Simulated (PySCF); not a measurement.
## Electronic structure of C₅H₁₃BO₂S in real space

```xyz
22

C    -0.5954   -1.1288    1.4562
B    -0.3346   -0.6397   -0.0083
C    -1.4261   -0.0081   -0.9588
C    -2.7097    0.4967   -0.3054
O    -3.5549    1.0083   -1.3207
C     1.1593   -0.6319   -0.5070
S     1.8392    1.0381    0.0128
C     3.6181    0.5716   -0.2268
O     1.6630    1.1401    1.4621
H    -1.6352   -1.1823    1.7639
H    -0.0953   -0.4016    2.1029
H    -0.1262   -2.0854    1.6796
H    -1.0115    0.8176   -1.5431
H    -1.7166   -0.7610   -1.6995
H    -3.2151   -0.3223    0.2247
H    -2.4688    1.2839    0.4224
H    -4.3565    1.3567   -0.9187
H     1.2966   -0.6378   -1.5860
H     1.7996   -1.3827   -0.0511
H     3.7634    0.2564   -1.2533
H     4.2194    1.4504   -0.0170
H     3.8769   -0.2188    0.4686
```

Geometry: GFN2-xTB.

Level of theory: PBE0/pcSseg-1, SCF density, gas phase, non-relativistic (PySCF).

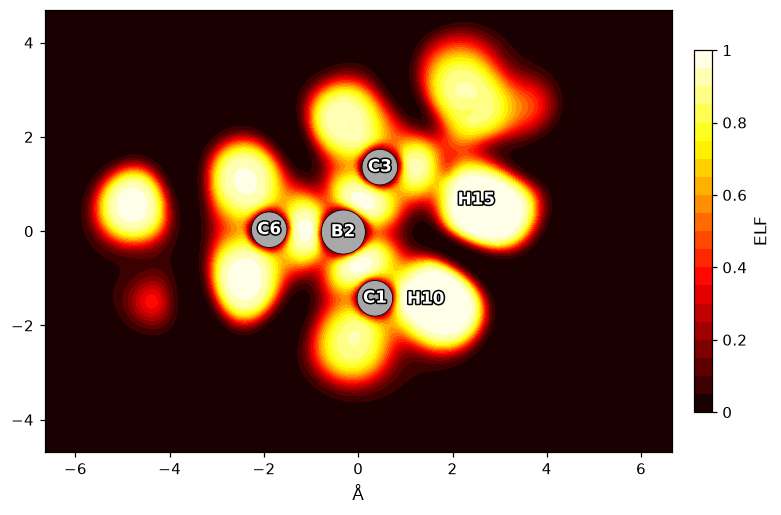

Figure 1. ELF on the plane of atoms C3, B2 and C6. Grey discs cover the atomic cores.

Q: Read the bonding off the picture.

A: The plane passes through C, B and H nuclei. C–B (1.57 Å): the ELF peaks at about 1 between the atoms; a shared electron pair. C–H (1.09 Å): the ELF climbs to about 1 towards the hydrogen, as it does in any bond to H (a covalent bond by its length). The ELF also peaks beside O5, away from the bonds: lone-pair regions.

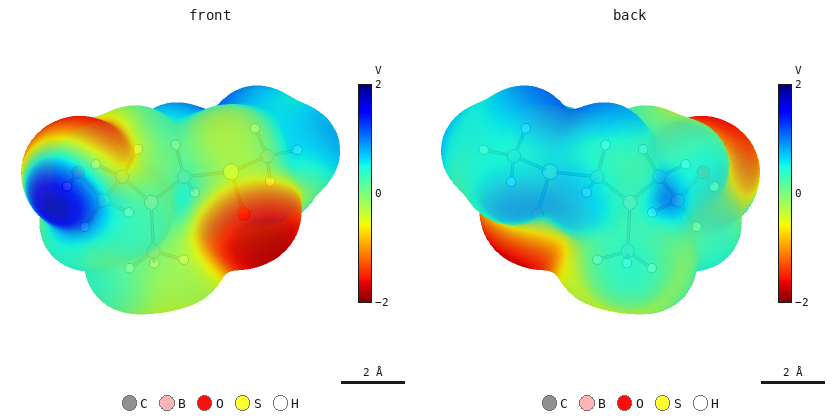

Figure 2. The molecular electrostatic potential painted on the density surface at 0.001 e/bohr³, seen from the front and from behind; red is negative and blue positive.

Q: Describe the electrostatic potential map.

A: The most negative region (about −1.8 V) lies over O9, the most positive (about +1.7 V) over H17. O9 is the likeliest acceptor of a hydrogen bond.

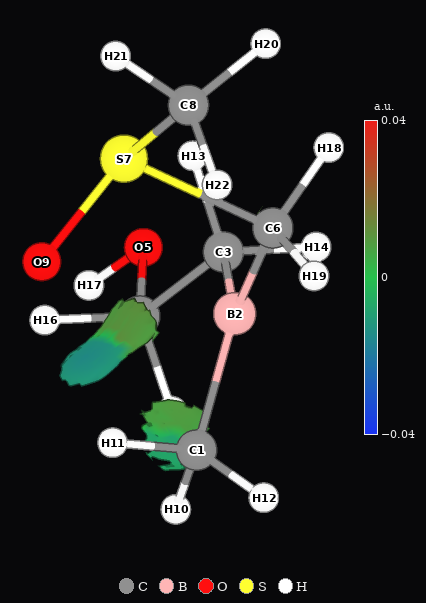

Figure 3. Non-covalent interaction (NCI) plot: the surface where the reduced density gradient is 0.5, for densities under 0.05 a.u., coloured by sign(λ₂)ρ; seen at an oblique angle.

Q: What holds or crowds the atoms apart from the covalent bonds?

A: Between H10 and C1 on one side and C4 and H15 on the other: a weak contact, attractive (blue-green) on one side and crowded (olive to red) on the other; between H11 and C1 on one side and O9 on the other: a weak contact, attractive (blue-green) on one side and crowded (olive to red) on the other.
